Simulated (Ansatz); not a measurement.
Te (trigonal-Te type, space group P3_121)

```
Te
1.0
    4.52111     0.00000     0.00000
   -2.26056     3.91540     0.00000
    0.00000     0.00000     5.95492
Te
3
Direct
  0.26812   0.00000   0.33333
  0.00000   0.26812   0.66667
  0.73188   0.73188   0.00000
```

Two coordinates are scanned: the volume, and the ratio of the stretch along z (the conventional c axis) to the stretch across it. Atoms keep their fractional coordinates.

Method: PBE (plane waves to 420 eV, PAW, scalar-relativistic; Ansatz, a first-principles code). k mesh 9×9×6 (Γ-centred), Fermi-Dirac smearing 0.05 eV. E stands for the smeared free energy. Stress and pressure are positive under compression. As the atoms are clamped, bonds stretch with the cell, which overstates energies and stresses. As the smearing reaches across the gap at some points, the response to shear is sensitive to the k mesh, so small differences along c/a are uncertain. Spin-orbit coupling is left out, though Te is heavy. Te was relaxed with its symmetry unable to fall. The PAW data are Ansatz's earlier set. ΔE is measured from the relaxed starting cell.

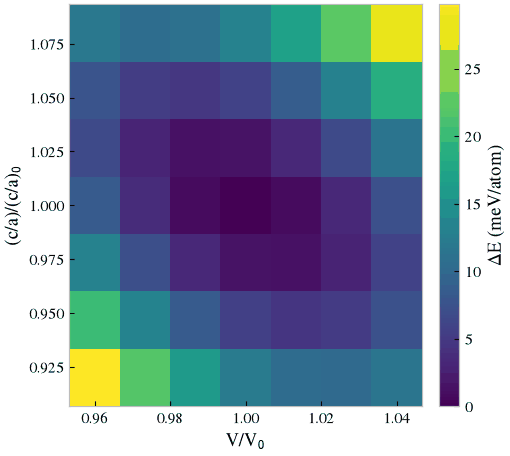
Figure. ΔE (meV/atom) over the 7×7 grid of computed points.

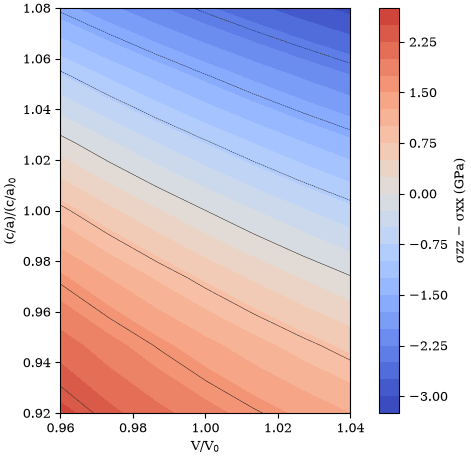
σzz − σxx (GPa) over the 7×7 grid of computed points.

The modulus against c/a change at fixed volume, (3/4V)·∂²E/∂(ln c/a)² (fit, atoms clamped) is 14 GPa, an upper bound as the atoms could relax. Lowest place on the grid: V/V₀ = 1.000, (c/a)/(c/a)₀ = 1.000 (0 meV/atom). Highest place on the grid: V/V₀ = 0.960, (c/a)/(c/a)₀ = 0.920 (30 meV/atom).

Near the relaxed cell σzz − σxx = −2Cδ (compression positive), C being this modulus and δ the logarithm of the ratio.

(A scan under strain: stresses follow from slopes of the energy per volume, elastic moduli from its curvatures.)
